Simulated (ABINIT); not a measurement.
Band structure of CsPbBr₃ (Pm-3m, 5 atoms in the cell).

```
CsPbBr3
1.0
    6.09259     0.00000     0.00000
    0.00000     6.09259     0.00000
    0.00000     0.00000     6.09259
Cs Pb Br
1 1 3
Direct
  0.00000   0.00000   0.00000
  0.50000   0.50000   0.50000
  0.50000   0.50000   0.00000
  0.00000   0.50000   0.50000
  0.50000   0.00000   0.50000
```

Method: PBE, PAW (JTH v2.0 PBE PAW) (plane waves; ABINIT 10.0.3).

Settings: pseudos = [Cs.GGA_PBE-JTH.xml, Pb.GGA_PBE-JTH.xml, Br.GGA_PBE-JTH.xml]; ecut = 571 eV; pawecutdg = 1143 eV; pawxcdev = 0; ixc = 11; occopt = 1; ngkpt = 5 5 5; nshiftk = 1; shiftk = 0 0 0; potentials = JTH v2.0 PBE PAW; kptopt = 1; nstep = 100; tolvrs1 = 1e-12.

The starting cell comes from a database of computed structures (which also holds hypothetical and non-ambient phases and stackings), without a prior relaxation at this level. Its lattice was rescaled by a random factor within 2.5 % of one. Spin-orbit coupling is off.

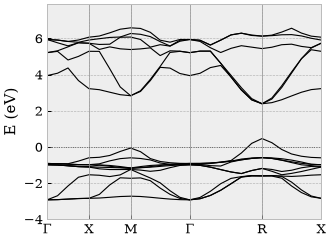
Bands along the path, energies from the top of the valence band on the SCF mesh.

Problem. Read off roughly the gap and where its edges lie.

Solution. The gap along the path is about 1.9 eV (computed: 1.92 eV), direct at R to within 0.01 eV.

Levels in eV from the top of the valence band on the SCF mesh, bands 19 to 26:
```csv
point,19,20,21,22,23,24,25,26
Γ,-0.98,-0.91,-0.91,-0.91,3.95,5.22,5.22,5.94
X,-1.08,-0.98,-0.98,-0.60,3.23,5.29,5.74,5.74
M,-1.16,-1.16,-0.60,-0.06,2.83,2.83,5.39,6.08
R,-0.59,-0.59,-0.59,0.47,2.39,2.39,2.39,5.44
```
